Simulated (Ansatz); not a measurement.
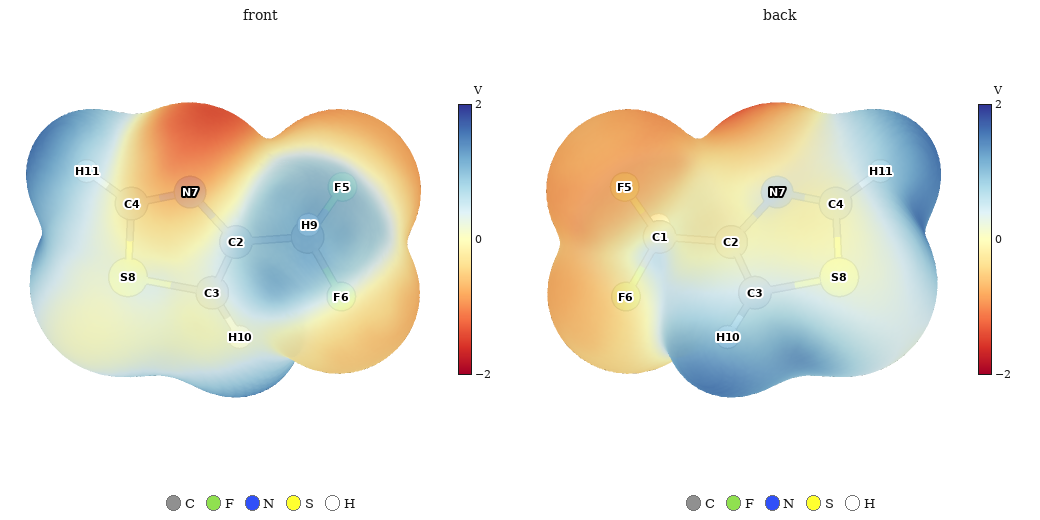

Figure. C$_{4}$H$_{3}$F$_{2}$NS. The electrostatic potential painted on the density surface at 0.002 e/bohr³, seen from the front and from behind; the colour scale runs from red (negative) to blue (positive).

Geometry: B3LYP/def2-SVP.

Method: Ansatz 0.2.0, isolated molecule in a Gaussian basis; Kohn-Sham density functional theory, functional PBE0.

The calculation's input:

```
crystal:
  periodic: [false, false, false]
  atoms:
    - {symbol: C, position_ang: [-3.613714, 0.900873, 1.897704]}
    - {symbol: C, position_ang: [-2.327771, 1.251682, 1.203770]}
    - {symbol: C, position_ang: [-1.617135, 0.411091, 0.384731]}
    - {symbol: C, position_ang: [-0.663465, 2.615152, 0.760545]}
    - {symbol: F, position_ang: [-3.399250, 0.695693, 3.225173]}
    - {symbol: F, position_ang: [-4.123605, -0.249082, 1.380011]}
    - {symbol: N, position_ang: [-1.783122, 2.492867, 1.405799]}
    - {symbol: S, position_ang: [-0.187502, 1.209189, -0.158304]}
    - {symbol: H, position_ang: [-4.365699, 1.702883, 1.797615]}
    - {symbol: H, position_ang: [-1.866504, -0.604709, 0.086247]}
    - {symbol: H, position_ang: [-0.043402, 3.514646, 0.763124]}
basis:
  gaussian:
    orbitals: def2-SVPD
total_charge: 0
hamiltonian:
  xc: pbe0
output: {forces: true, orbitals: {seedname: orbitals}}
```

Command:

```sh
ansatz run input.yaml --threads 4 --pin off --max-ram 7830MiB --events-out events.jsonl --progress --plain --runs-dir runs
```

Describe the electrostatic potential map.

Answer. The most negative region (about −1.4 V, or −32 kcal/mol for a unit charge) lies over N7, the most positive (about +1.6 V, or +37 kcal/mol for a unit charge) over C4, S8, H10 and H11. N7 is the likeliest acceptor of a hydrogen bond.

How polar is the molecule by this calculation?

Answer. Its dipole moment is 2.65 D.
